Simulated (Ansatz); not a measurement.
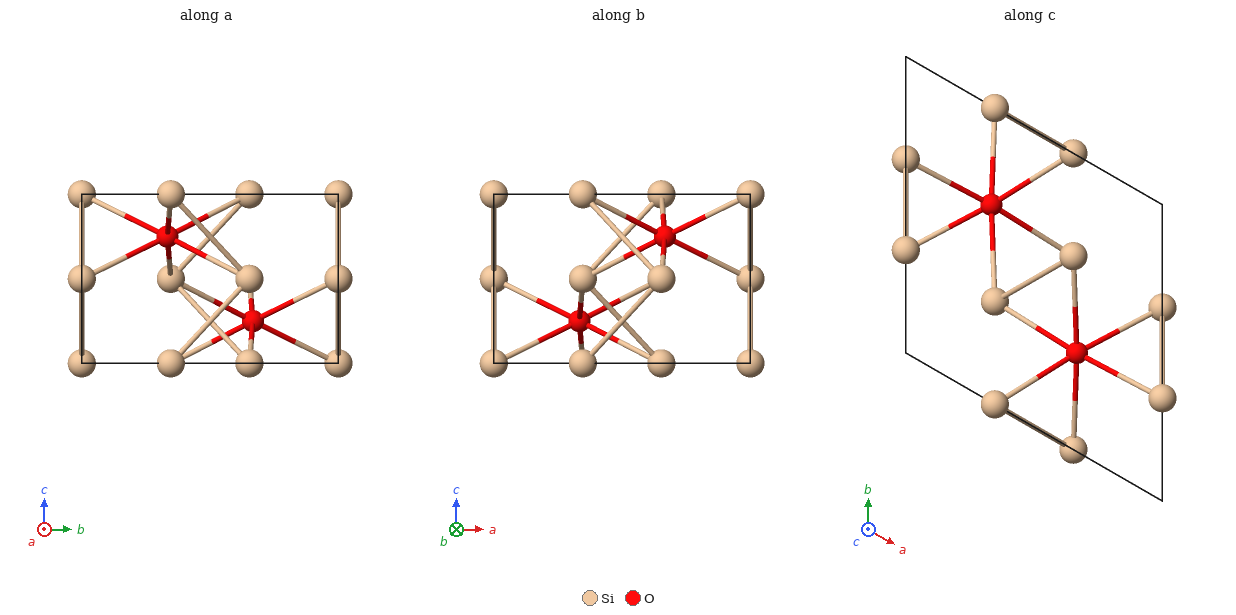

The figure gives a ball-and-stick picture of the atoms, viewed along the a axis, along the b axis and along the c axis. The edges of the conventional unit cell are marked.

Lattice parameters: a = 6.0342 Å, b = 6.0342 Å, c = 3.4426 Å, α = 90.000°, β = 90.000°, γ = 120.000°.

Set out the cell and atoms as a CIF in P1 with every atom of the cell, with free fractional coordinates to two decimals.

```cif
data_structure
_symmetry_space_group_name_H-M 'P 1'
_symmetry_Int_Tables_number 1
_cell_length_a 6.0342
_cell_length_b 6.0342
_cell_length_c 3.4426
_cell_angle_alpha 90.000
_cell_angle_beta 90.000
_cell_angle_gamma 120.000
_cell_volume 108.56
loop_
_atom_site_label
_atom_site_type_symbol
_atom_site_fract_x
_atom_site_fract_y
_atom_site_fract_z
_atom_site_occupancy
Si1 Si 0.35 0.00 0.00 1
Si2 Si 0.35 0.35 0.50 1
Si3 Si 0.00 0.35 0.00 1
Si4 Si 0.65 0.00 0.50 1
Si5 Si 0.65 0.65 0.00 1
Si6 Si 0.00 0.65 0.50 1
O1 O 0.3333 0.6667 0.25 1
O2 O 0.6667 0.3333 0.75 1
```

Provenance: a structure type filled with these elements by a generator (whether the compound takes this form wasn't checked). Earlier steps of the study, as a rule a relaxation of our own, may have changed the cell and positions, so they can lie some per cent off the listed ones. An electronic-structure calculation with Ansatz was run on it.
